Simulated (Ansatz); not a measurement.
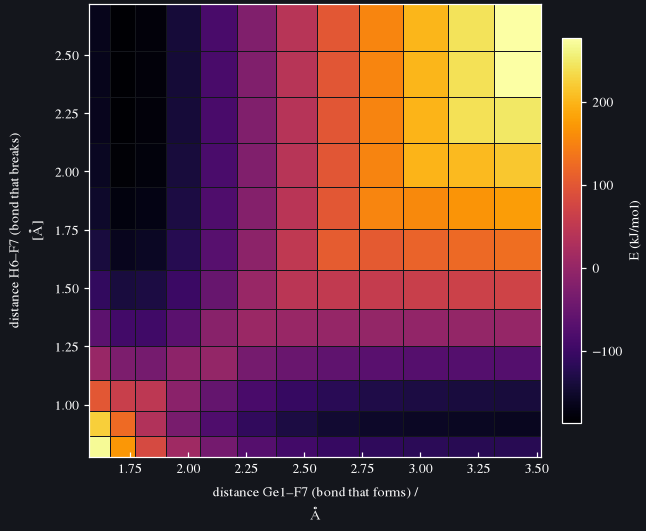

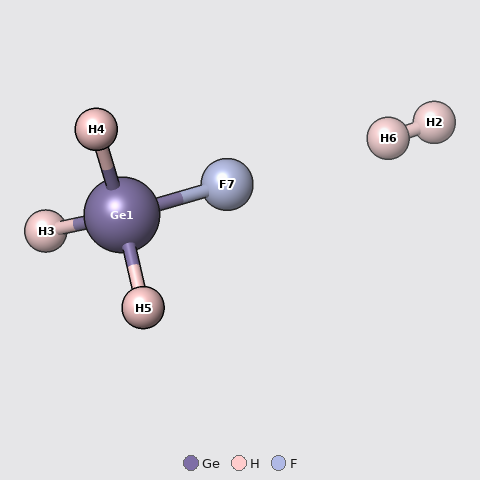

Energy landscape of the reacting system FGeH₅ (fragments GeH₄ + FH where the first distance is long, FGeH₃ + H₂ where the second is long). First axis: distance Ge1–F7 (bond that forms). Second axis: distance H6–F7 (bond that breaks). Relaxed at each point: all other coordinates. The grid has 12 × 12 points. Points are written as (first, second). Energies: kJ/mol, counted from a guessed transition structure relaxed with its forming and breaking bonds held. Energies and slopes of some neighbouring points disagree (a jump in structure or state, or too coarse a mesh). The reference is spin-restricted, so regions where a bond is pulled apart into radicals lie too high. All numbers below come from RKS PBE0-D4/def2-TZVP (Ansatz).

In the figure: one coloured cell a grid point. The second picture is the structure at the lowest point.

Q: Summarise what can be read from the map.

A: The lowest grid point is at (1.710 Å, 2.619 Å), −188 kJ/mol from a guessed transition structure relaxed with its forming and breaking bonds held. It lies on the edge of the grid, but the force there points inwards, so the minimum lies inside the range. The energy also falls towards the edge at (3.420 Å, 0.909 Å) (26 kJ/mol above the lowest), where a further well may lie outside the range. The highest grid point, (3.420 Å, 2.619 Å), lies 465 kJ/mol above the lowest.

Grid values (kJ/mol):

```
second ↓, first →  1.620  1.710  1.834  1.975  2.128  2.292  2.464  2.643  2.829  3.021  3.218  3.420
            2.619   −164   −188   −180   −142    −86    −23     40    100    153    201    242    277
            2.417   −164   −187   −180   −142    −87    −24     39     99    152    199    240    276
            2.220   −163   −186   −179   −142    −87    −24     39     98    151    198    239    247
            2.028   −159   −183   −177   −140    −85    −23     40     98    151    198    204    216
            1.842   −152   −176   −170   −134    −80    −19     43    101    153    155    167    177
            1.663   −137   −162   −158   −123    −71    −11     49    106    104    114    121    128
            1.491   −110   −137   −134   −102    −53      5     44     52     57     61     65     69
            1.327    −64    −94    −95    −67    −15      5      3      0     −2     −3     −2      0
            1.174      5    −29    −36    −10     −1    −35    −50    −61    −68    −72    −74    −74
            1.033    100     61     47    −13    −57    −88   −108   −120   −130   −135   −138   −139
            0.909    223    124     33    −33    −80   −113   −134   −147   −154   −157   −160   −161
            0.819    269    171     79     11    −38    −72    −94   −107   −115   −118   −120   −121
```

Each point was launched as `ansatz run input.yaml --threads 1 --pin off --max-ram 2560MiB --backend cpu --events-out ev --progress --plain --runs-dir out`. The whole map (144 points run) took 19 min on 1 thread of Arm Neoverse V2 (shared host).
